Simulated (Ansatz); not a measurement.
# Pb(111) film of 5 layers: lattice stability ahead of a resistivity run, part 2 of 3

Question: is the lattice of Pb(111) film of 5 layers stable, and if so, what are its coupling constant and resistivity?

Ansatz 0.2.0; DFT PBE, scalar-relativistic, plane waves, PAW; PAW set soft_1.

So far: Set-up; Relaxing cell and atoms.

**3. Relaxing tightly for phonons**

Residual forces and stress shift phonon frequencies, so the cell is relaxed again, with tight thresholds and the mesh and smearing of this input.

File input.yaml:

```yaml
crystal:
  lattice:
    - [3.5321656334, 0.0, 0.0]
    - [-1.7660828167, 3.0589451689, 0.0]
    - [0.0, 0.0, 46.6630752747]
  atoms:
    - { symbol: Pb, position: [0.0, 0.0, 0.1171287269] }
    - { symbol: Pb, position: [0.3333333333, 0.6666666667, 0.1761128635] }
    - { symbol: Pb, position: [0.6666666667, 0.3333333333, 0.240356426] }
    - { symbol: Pb, position: [0.0, 0.0, 0.3045999886] }
    - { symbol: Pb, position: [0.3333333333, 0.6666666667, 0.3635841251] }
  periodic: [true, true, false]
kpoints:
  mp_grid: { grid: [9, 9, 1] }
hamiltonian:
  xc: pbe
  pseudopotentials: { kind: paw, azcp: { folder: soft_1 } }
scf:
  occupations: { method: methfessel_paxton, width: 0.2 }
output:
  forces: true
  stress: true
  eigenvalues: true
  write_density: true
  write_potential: true
  elf: true
  volumetric_format: npy
relax:
  adjacent_minimum: "off"
  f_tol: 0.001
  max_steps: 60
  cell: { stress_2d_tol: 0.002 }
```

On the command line:

```sh
$ ansatz run input.yaml --threads 8 --pin off --max-ram 20480MiB --backend cpu --events-out ev --progress --plain --runs-dir out
```

Numbers of over 12 decimals in the logs are rounded to 6 here.

Log:

```text
[the first part of the log is left out]
  E_closure    = 0.000000  (closes the sum)
  Σ components = -59543.802611   (vs F -59543.802611, Δ=0.00e0)
--- Forces (eV/Å), atoms counted from 1 ---
  atom   1  Pb    -0.00000000     0.00000000     0.00007350
  atom   2  Pb     0.00000000    -0.00000000    -0.00004445
  atom   3  Pb     0.00000000     0.00000000     0.00000000
  atom   4  Pb    -0.00000000     0.00000000     0.00004445
  atom   5  Pb     0.00000000    -0.00000000    -0.00007350
  max |Σ_I F_I| component: 2.31e-18 eV/Å
--- 2D stress c σ (N/m, compression-positive) ---
       -0.000445      -0.000000       0.000000
       -0.000000      -0.000445       0.000000
        0.000000       0.000000      -0.000000
  P = ½ c Tr σ = -0.0004 N/m
--- Band table (eV; the first three rows and the last of 12) ---
[...]
° read free of the cell's end (the report's vacuum.weakly_bound_levels)
[...]
--- Relaxed structure (5 steps of the walk, 5 accepted, 1 SCFs on fresh bases) ---
[...]
cell:  # Å, volume = 504.8870 Å³
    - [3.534639, 0, 0]
    - [-1.767320, 3.061087, 0]
    - [0, 0, 46.6630752747]
  atoms:
[...]
- { symbol: Pb, position: [0.333333, 0.666667, 0.176299] }
    - { symbol: Pb, position: [0.666667, 0.333333, 0.240356] }
[...]
- { symbol: Pb, position: [0.333333, 0.666667, 0.363262] }
```

Elapsed: 21 s, on 8 threads of Arm Neoverse V1, shared host; peak memory 1.3 GiB; 2.6 min of CPU time.

The steps of the relaxation:

```tsv
step	energy less that of the first step (eV)	largest force component (eV/Å)	volume (Å³)
1	0.0000	0.0064	504.18
2	0.0000	0.0010	504.16
3	-0.0001	0.0006	504.39
4	0.0000	0.0023	504.98
5	0.0000	0.0001	504.89
6	-0.0001	0.0001	504.89
```

The log counts 1 steps on a newly chosen plane-wave basis, not all of them marked here; energy and pressure can jump at such steps.

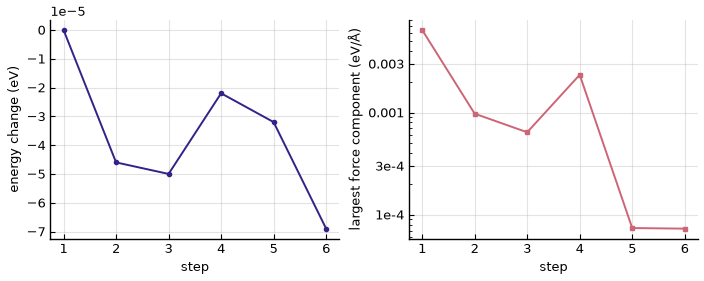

Energy and largest force along the relaxation.

```tsv
cell as run	before	after	change
a (Å)	3.532	3.535	+0.1 %
b (Å)	3.532	3.535	+0.1 %
```

The atoms that moved most (Å, along periodic axes as changes of fractional coordinates times the final cell, across vacuum about the mean position):

```tsv
atom	dx	dy	dz	length
Pb1	0.000	0.000	0.015	0.015
Pb5	0.000	0.000	-0.015	0.015
Pb2	0.000	0.000	0.009	0.009
Pb4	0.000	0.000	-0.009	0.009
```

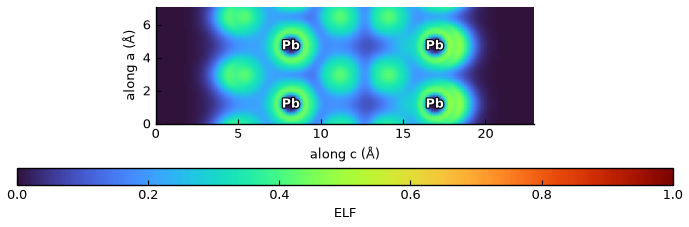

ELF in the ca plane at fractional y = 0.667, with atoms of Pb within 0.2 Å of it. It is the smooth field of the valence electrons, not physical close to the nuclei. The far vacuum is left out of the map.

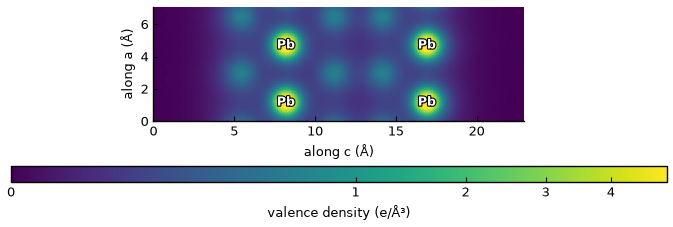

Valence density in the ca plane at fractional y = 0.667, with atoms of Pb within 0.2 Å of it. It is the smooth field of the valence electrons, not physical close to the nuclei. The colour scale is stretched toward low values. The far vacuum is left out of the map.

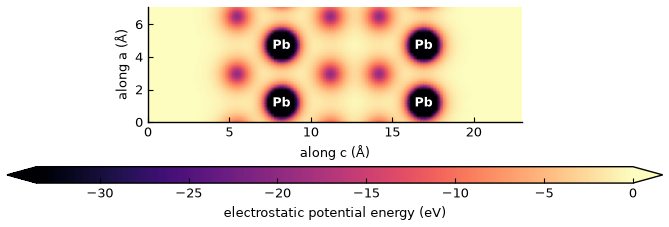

Electrostatic potential energy in the ca plane at fractional y = 0.667, with atoms of Pb within 0.2 Å of it. With pseudopotentials it is smooth inside the atoms' cores, unlike the true potential. The far vacuum is left out of the map.

**4. Phonons by linear response: q 2×2×1, k 6×6×1**

Before any scattering is computed, the phonons show whether the structure is a minimum.

File input.yaml:

```yaml
crystal:
  lattice:
    - [3.5346393762, 0.0, 0.0]
    - [-1.7673196881, 3.061087493, 0.0]
    - [0.0, 0.0, 46.6630752747]
  atoms:
    - { symbol: Pb, position: [0.0, 0.0, 0.1174511048] }
    - { symbol: Pb, position: [0.3333333333, 0.6666666667, 0.1762987597] }
    - { symbol: Pb, position: [0.6666666667, 0.3333333333, 0.240356426] }
    - { symbol: Pb, position: [0.0, 0.0, 0.3044140924] }
    - { symbol: Pb, position: [0.3333333333, 0.6666666667, 0.3632617472] }
  periodic: [true, true, false]
kpoints:
  mp_grid: { grid: [6, 6, 1] }
hamiltonian:
  xc: pbe
  pseudopotentials: { kind: paw, azcp: { folder: soft_1 } }
scf:
  occupations: { method: methfessel_paxton, width: 0.2 }
output:
  eigenvalues: true
phonons:
  method: dfpt
  qmesh: [2, 2, 1]
  temperatures: { t_max: 1000, t_step: 50 }
  qpath:
    path:
      - [0.0, 0.0, 0.0]
      - [0.5, 0.0, 0.0]
      - [0.33333333, 0.33333333, 0.0]
      - [0.0, 0.0, 0.0]
    npoints: 10
```

Log:

```text
Warning: crystal.symmetry: narrowed to the stabiliser of the run's FFT grids — unitary ops 12 → 6. A phonons.method: dfpt run fills in the rows of the dynamical matrix that it does not solve by its symmetry operations, which is exact only for operations that map its FFT grids onto themselves: filled in by any other, the frequencies could depend on the order in which like atoms are typed, or, by more than the grids' own error, on where the crystal sits among the grids' points. Excluded: 6 operations. The run can therefore solve more perturbations, solve them on more k-points, or both, and cost more. [rest of the remark cut]
[...]
Crystal: 5 atoms, lattice volume = 504.887 Å³
Basis set: ecut = 420 eV, 9773 PW (Γ), exchange–correlation on 48×48×640 points (8 copies of the dense FFT grid, shifted against one another)
Bands: 42, of which v1, the nominal top of the filled ones, is band 35 counted from 1 (34 counted from 0)
Symmetry: 12 space group operations
k-points: 7 of 36 (irreducible under 6 space group operations, time reversal used)
[...]
SCF iter  12: F=-59543.643260 eV  HF=-59543.643260 eV  |F-HF|=1.38e-10  |Δ(HF+E_count)|=  3.35e-10  S|Δr|=    0.00e0  Δρ=2.40e-8  dr2=4.51e-12  ethr=1.00e-12  ⟨swp⟩=18.0  Hψ=2386  notcnv=0
SCF 1 converged in 12 iterations: F = -59543.643260 eV  dr2 = 4.51e-12
[...]
phonons: the bands overlap, so this run is a metal and interpolates without the dipole-dipole term. If the crystal is really an insulator or semiconductor, its LO-TO splitting is missing
NSCF: frozen V_eff on 7 k-points
[...]
DFPT response loops at q = (0, 0, 0) (fractional): preconditioner auto → none (partly filled bands, converged f_vac=0.660); β = 0.50; Broyden in place of MSR1
[...]
SCF converged after 12 iterations
Stability not checked: this state was not tested for a lower state beside it, because cold or Methfessel-Paxton smearing, or corrected tetrahedra, fill the levels in a way that the test cannot read (fill_not_monotonic; see scf.lower_state_search)
Free energy (F): -59543.643260 eV
[...]
Internal energy: -59543.642933 eV  (E = F + TS)
E sigma→0 (E₀):  -59543.643179 eV
Entropy (-TS):   -0.000327 eV (-0.065 meV/atom)
Fermi energy:    -3.690197 eV
[...]
--- Band table (eV; the first three rows and the last of 7) ---
  k-point 0: bands = [... 31 lower, -5.9605, -3.9327, -1.8098 (-1.8098°), -0.5849 (-0.5894°), -0.0230 (-0.0890°), 0.5306, 1.0460, 1.5751, ... 3 higher]
  k-point 1: bands = [... 31 lower, -5.5219, -3.6738, -2.0218, -1.6930, -1.0776 (-1.0776°), -0.9068 (-0.9068°), -0.1880 (-0.1909°), 0.0888 (0.0884°), ... 3 higher]
  k-point 2: bands = [... 31 lower, -5.7474, -5.5204, -4.8592, -4.4794, -3.5522, -3.3413, -1.9261, -1.1068, ... 3 higher]
  k-point 6: bands = [... 31 lower, -6.0903, -6.0903, -5.8746, -5.3684, -5.3684, -4.5713, -4.4829, -4.4829, ... 3 higher]
  ° read free of the cell's end (the report's vacuum.weakly_bound_levels)
--- Phonons (Γ-DFPT): 10 representative perturbations + reference (Σ response iterations 39) ---
  ASR residual: 2.356e-4 → 0.000e0 eV/Å²; symmetrization residual: 1.655e-4 eV/Å²
  The last average, over the group as it would stand without the narrowing to the FFT grids, took up to 7.133e-5 eV/Å² of the zone centre's force constants
  ASR residual per site (eV/Å²): 1.76e-4 1.49e-4 1.58e-4 2.36e-4 1.97e-4
  Γ frequencies (cm⁻¹): 0.00 0.00 0.00 10.58 11.11 11.11 24.69 24.69 38.29 38.29 38.50 38.50 43.36 64.89 77.78
--- Phonons (arbitrary-q DFPT): 2 irreducible q on the 2×2×1 mesh ---
  q = [0.0000, 0.0000, 0.0000] (star 1, of the zone-centre solve; hermiticity 1.27e-4, symmetrization 2.26e-11, taken by the last average 2.73e-5): -0.00 -0.00 0.00 10.58 11.11 11.11 24.69 24.69 38.29 38.29 38.50 38.50 43.36 64.89 77.78
  q = [0.0000, -0.5000, 0.0000] (star 3, 15 solved perturbations on 13 of 36 k-point pairs; hermiticity 4.43e-5, symmetrization 1.43e-5, taken by the last average 2.25e-5): 12.33 21.04 23.77 31.01 32.74 34.35 39.93 41.87 42.64 44.03 58.41 61.78 66.08 75.23 77.50
  sum rule: each row above includes the acoustic sum rule's correction from the zone centre's row sums; it moved no ω² by more than (0.56 cm⁻¹)²
  mesh force constants: q→R imaginary residual 2.76e-17; ASR residual 2.356e-4 → 0.000e0 eV/Å²; symmetrization residual 6.661e-16 eV/Å²
  interpolated dispersion: 31 rows × 15 modes
  density of states and harmonic sums: on the 20×20×1 q-mesh, interpolated from the force constants of a 2×2×1 supercell (no non-analytic term)
  largest difference from the sums on the solved wave vectors: F 1.21e-1 eV, S 1.72e-4 and C_V 5.11e-5 eV/K
  zero-point energy: 0.038804 eV/cell   skipped modes (ω ≤ 0): 11, of them read as no rigid motion or as one in doubt: 8 (1.500e-1 modes/cell left out, lowest -6.49 cm⁻¹)   left out of the sums: 1.05e-2 of the cell's modes: C_V's classical limit lies that fraction below 3 k_B per atom; for a crystal, a wire or a layer, F and S can be off by more, and a phonons.interpolated_qmesh denser along its periods is the remedy for the sampling
```

It took 2.1 min on 8 threads; peak memory 2.2 GiB; 16 min of CPU time.

Reading the cycles: dr2 is the Hartree energy of the density residual (eV), the measure of convergence; HF is the Harris–Foulkes estimate of the energy, which meets the free energy F at convergence.

Numbers from this step:

```
zero point energy                                                              : 0.03880 eV/cell
share of imaginary modes in the plain interpolation between solved wavevectors : 0.01
highest frequency, solved or plainly interpolated                              : 77.8 cm⁻¹
```

Solved on the 2×2×1 mesh alone; all other wavevectors are interpolated. Phonon branches along the path, in cm⁻¹:

```tsv
point	branch 1	branch 2	branch 3	branch 4	branch 12	branch 13	branch 14	branch 15
Γ	0	0	0	11	38	43	65	78
M	12	21	24	31	62	66	75	78
K	24	31	31	36	61	63	67	67
Γ	0	0	0	11	38	43	65	78
```

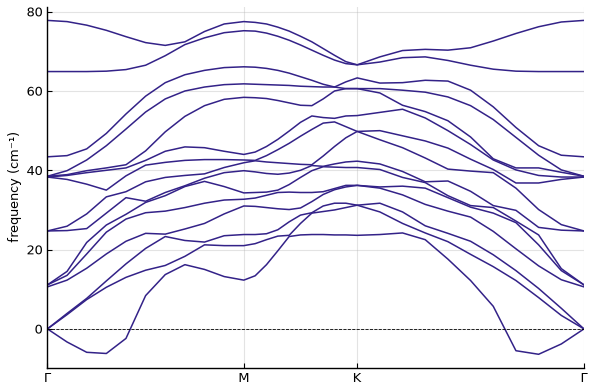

Phonon branches along the path.

The modes, Pb has structure finer than the step of the table below, so its rows give means over 5 cm⁻¹, whole bins alone (the curve runs from -16.5 to 90.1 cm⁻¹). Peaks (cm⁻¹: height): 39.2: 0.392, 61.3: 0.224, 71.3: 0.205.

Phonopy on the run's constants, 19x19x1 mesh, Gaussian sigma 2.0 cm⁻¹. The modes, Pb by wavenumber; means over each step:

```tsv
wavenumber (cm⁻¹)	modes, Pb (1/cm⁻¹/cell)
-10	0.00496
-5	0.0216
0	0.00866
5	0.0239
10	0.0542
15	0.119
20	0.191
25	0.295
30	0.282
35	0.334
40	0.373
45	0.236
50	0.166
55	0.172
60	0.208
65	0.182
70	0.183
75	0.129
80	0.0163
85	9.1e-5
```

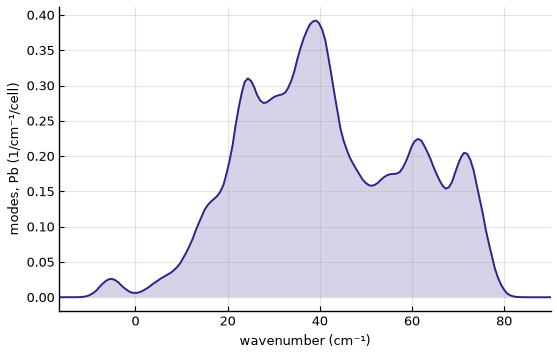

Modes, Pb, plotted against wavenumber.

No LO-TO term; unit eigenvectors of the mass-weighted matrix. Modes at Γ:

```tsv
mode	frequency (cm⁻¹)	symmetry
1	0.0	unnamed
2	0.0	unnamed
3	0.0	unnamed
4	10.6	unnamed
5	11.1	unnamed
6	11.1	unnamed
7	24.7	Eu
8	24.7	Eu
9	38.3	unnamed
10	38.3	unnamed
11	38.5	unnamed
12	38.5	unnamed
13	43.4	A2u
14	64.9	A1g
15	77.8	A2u
```

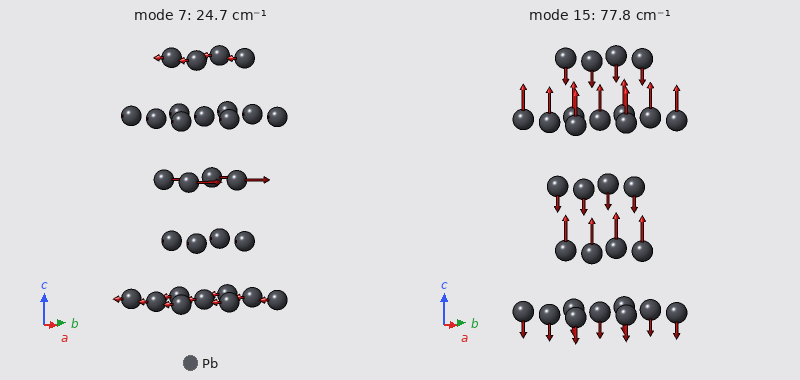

Displacement patterns of modes 7 and 15 at Γ; arrows are exaggerated. 2×2×1 cells are drawn. Some periodic images of atoms are drawn too.

Among the solved wavevectors the lowest mode, translations apart, is 10.6 cm⁻¹, so these are real on this k mesh.

**5. Electron–phonon run: q 2×2×1, k 6×6×1, scattering 8×8×1**

The cheapest meshes give a first estimate and the cost of a run.

input.yaml, as its differences from that of step 4:

```diff
@@ -32 +32,5 @@
     npoints: 10
+  electrical_resistivity:
+    mesh: [8, 8, 1]
+    temperatures: [20.0, 50.0, 77.0, 100.0, 150.0, 200.0, 300.0, 400.0, 600.0, 800.0]
+  electron_occupations: "off"
```

Log:

```text
[the first part of the log is left out]
  E_nonlocal   = 1525.531902
  E_hartree    = 143132.664042
  E_xc         = -1027.687088
  E_vxc        = -688.047114  (∫ρ·V_xc dr)
  E_paw        = -51965.275239  (= ΣΔE_a)
  E_vpaw       = -1347.440371  (= ΣTr[D̂ρ^β])
  E_aug_tail   = -0.000037  (compensation charges beyond the density's cutoff)
  E_ewald      = 135764.651028
  E_smearing   = -0.000327  (= −TS)
  E_closure    = 0.000000  (closes the sum)
  Σ components = -59543.643260   (vs F -59543.643260, Δ=0.00e0)
--- Band table (eV; the first three rows and the last of 7) ---
  k-point 0: bands = ["-21.0173", "-21.0117", "-21.0117", "-20.9188", "-20.9187", "-20.8953", "-20.8953", "-20.8840", "-20.8840", "-20.8810", "-20.8810", "-20.8618", "-20.8599", "-20.8594", "-20.8594", "-20.8264", "-20.8264", "-20.7590", "-20.7590", "-20.7574", "-20.7574", "-20.6550", "-20.6550", "-20.6460", "-20.6460", "-15.2671", "-14.9759", "-14.1765", "-13.0139", "-12.3419", "-7.3401", "-5.9605", "-3.9327", "-1.8098 (-1.8098°)", "-0.5849 (-0.5894°)", "-0.0230 (-0.0890°)", "0.5306", "1.0460", "1.5751", "1.6884", "1.6884", "1.9176"]
  k-point 1: bands = ["-21.0359", "-20.9771", "-20.9570", "-20.9354", "-20.9283", "-20.9075", "-20.8873", "-20.8832", "-20.8820", "-20.8577", "-20.8543", "-20.8388", "-20.8298", "-20.8221", "-20.8167", "-20.8100", "-20.8085", "-20.7713", "-20.7628", "-20.7512", "-20.7484", "-20.6793", "-20.6765", "-20.6530", "-20.6435", "-14.8068", "-14.5155", "-13.7339", "-12.6078", "-11.9753", "-6.8349", "-5.5219", "-3.6738", "-2.0218", "-1.6930", "-1.0776 (-1.0776°)", "-0.9068 (-0.9068°)", "-0.1880 (-0.1909°)", "0.0888 (0.0884°)", "0.3508", "0.3610", "0.6221"]
  k-point 2: bands = ["-21.0824", "-20.9937", "-20.9785", "-20.9592", "-20.9298", "-20.9093", "-20.9041", "-20.8878", "-20.8639", "-20.8566", "-20.8450", "-20.8329", "-20.8287", "-20.8148", "-20.8125", "-20.7142", "-20.7125", "-20.7081", "-20.7015", "-20.6725", "-20.6709", "-20.6690", "-20.6662", "-20.6464", "-20.6363", "-13.4660", "-13.1871", "-12.4908", "-11.5305", "-11.0575", "-5.9989", "-5.7474", "-5.5204", "-4.8592", "-4.4794", "-3.5522", "-3.3413", "-1.9261", "-1.1068", "-0.7507", "-0.5992", "0.0797"]
  k-point 6: bands = ["-20.9761", "-20.9761", "-20.9483", "-20.9159", "-20.9159", "-20.9152", "-20.8757", "-20.8757", "-20.8605", "-20.8516", "-20.8516", "-20.7814", "-20.7814", "-20.7802", "-20.7776", "-20.7426", "-20.7426", "-20.7310", "-20.7213", "-20.6978", "-20.6761", "-20.6658", "-20.6658", "-20.6400", "-20.6400", "-11.0610", "-11.0158", "-11.0158", "-10.9182", "-10.9182", "-6.2284", "-6.0903", "-6.0903", "-5.8746", "-5.3684", "-5.3684", "-4.5713", "-4.4829", "-4.4829", "-3.8915", "-1.5465", "-1.5465"]
  ° read free of the cell's end (the report's vacuum.weakly_bound_levels)
--- Phonons (Γ-DFPT): 10 representative perturbations + reference (Σ response iterations 55) ---
  ASR residual: 1.013e-5 → 0.000e0 eV/Å²; symmetrization residual: 7.370e-7 eV/Å²
  The last average, over the group as it would stand without the narrowing to the FFT grids, took up to 2.000e-7 eV/Å² of the zone centre's force constants
  ASR residual per site (eV/Å²): 4.15e-6 1.00e-5 1.62e-6 1.01e-5 4.53e-6
  Γ frequencies (cm⁻¹): 0.00 0.00 0.00 10.58 11.11 11.11 24.68 24.68 38.29 38.29 38.50 38.50 43.36 64.89 77.78
--- Phonons (arbitrary-q DFPT): 2 irreducible q on the 2×2×1 mesh ---
  q = [0.0000, 0.0000, 0.0000] (star 1, of the zone-centre solve; hermiticity 5.64e-7, symmetrization 2.26e-11, taken by the last average 7.65e-8): -0.00 -0.00 0.00 10.58 11.11 11.11 24.68 24.68 38.29 38.29 38.50 38.50 43.36 64.89 77.78
  q = [0.0000, -0.5000, 0.0000] (star 3, 15 solved perturbations on 13 of 36 k-point pairs; hermiticity 1.65e-5, symmetrization 6.93e-6, taken by the last average 2.18e-7): 12.33 21.04 23.76 31.00 32.74 34.35 39.93 41.87 42.64 44.03 58.41 61.77 66.08 75.23 77.50
  sum rule: each row above includes the acoustic sum rule's correction from the zone centre's row sums; it moved no ω² by more than (0.12 cm⁻¹)²
  mesh force constants: q→R imaginary residual 2.76e-17; ASR residual 1.013e-5 → 0.000e0 eV/Å²; symmetrization residual 6.661e-16 eV/Å²
  interpolated dispersion: 31 rows × 15 modes
  density of states and harmonic sums: on the 20×20×1 q-mesh, interpolated from the force constants of a 2×2×1 supercell (no non-analytic term)
  largest difference from the sums on the solved wave vectors: F 1.21e-1 eV, S 1.72e-4 and C_V 5.11e-5 eV/K
  zero-point energy: 0.038803 eV/cell   skipped modes (ω ≤ 0): 11, of them read as no rigid motion or as one in doubt: 8 (1.500e-1 modes/cell left out, lowest -6.50 cm⁻¹)   left out of the sums: 1.05e-2 of the cell's modes: C_V's classical limit lies that fraction below 3 k_B per atom; for a crystal, a wire or a layer, F and S can be off by more, and a phonons.interpolated_qmesh denser along its periods is the remedy for the sampling
Error: electrical resistivity: the mode of lowest frequency at the wavevector [0.0000, 0.1250, 0.0000] is imaginary, -6.37 cm⁻¹ (written negative): every mode at the wavevectors of the force constants' own supercell is real, and this one is interpolated between them; take force constants of more repeats (phonons.supercell, under dfpt phonons.qmesh), or, with a block electrical_resistivity or superconductivity, name a file of force constants under which the crystal is stable (phonons.electron_phonon_force_constants)
The harmonic force constants that this run solved are whole in <dir>
```

Run time: 2.8 min. Hardware: 8 threads; peak memory 2.2 GiB.

The run ended with an error.

The program's message: “electrical resistivity: the mode of lowest frequency at the wavevector [0.0000, 0.1250, 0.0000] is imaginary, -6.37 cm⁻¹ (written negative): every mode at the wavevectors of the force constants' own s …”

The run stops because a mode is imaginary on the scattering mesh, where no scattering rate is defined; denser k meshes, other smearings and, between solved wavevectors, finer q meshes show whether the instability is real.

(Part 2 of 3 ends here.)

[Logs are printed without paths, hosts, clocks, repeated set-up lines and the standing remarks that a program may print on its own settings, such as how far it seeks lower states.]

[Hosts, paths, dates, database ids (printed as entryN), source tags and the programs' standing remarks are cut or masked in the printed files.]
